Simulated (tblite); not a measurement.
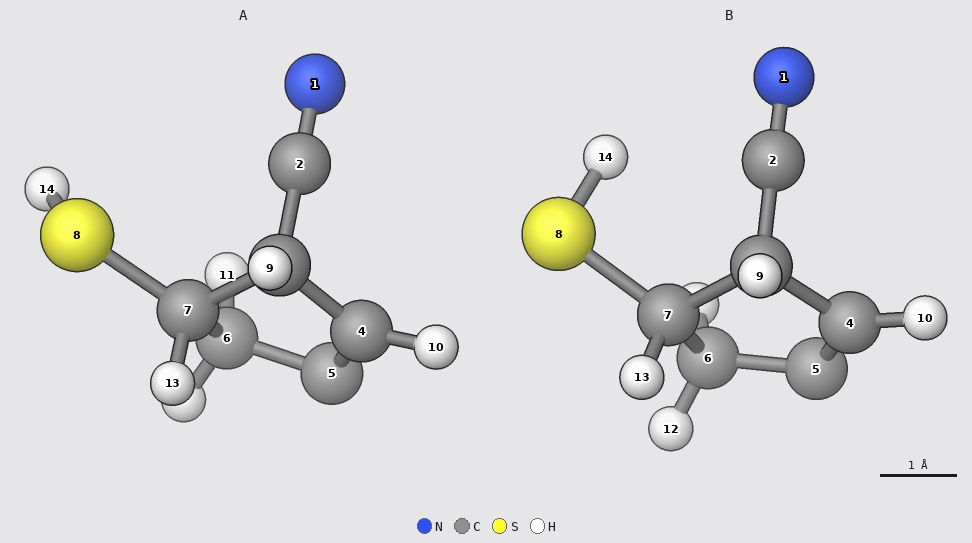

Two geometries of C6H6NS (multiplicity 2), drawn at one scale. One is the start of a relaxation, the other its converged end. The picture is a ball-and-stick view, seen at a tilt.

The calculation used tblite, GFN2-xTB geometry optimisation, gas phase. 

Question: Which one is relaxed?

Answer: Structure B is the relaxed one. An H atom moves most after the best rigid fit: 1.09 Å. By element the largest moves are H 1.09 Å, N 0.41 Å, S 0.30 Å, C 0.28 Å. Near-neighbour distances that change, for instance: C–C 1.491 → 1.557 Å, H–S 1.389 → 1.333 Å, C–C 1.357 → 1.304 Å, C–S 1.775 → 1.812 Å. Among the angles between lasting bonds that change: C–S–H 117.2° → 96.8°, C–C–H 120.1° → 130.0°, C–C–H 130.7° → 121.0°. Groups turn about C–S by about 55°. The energy falls by 83.0 kJ/mol in 83 geometry steps.
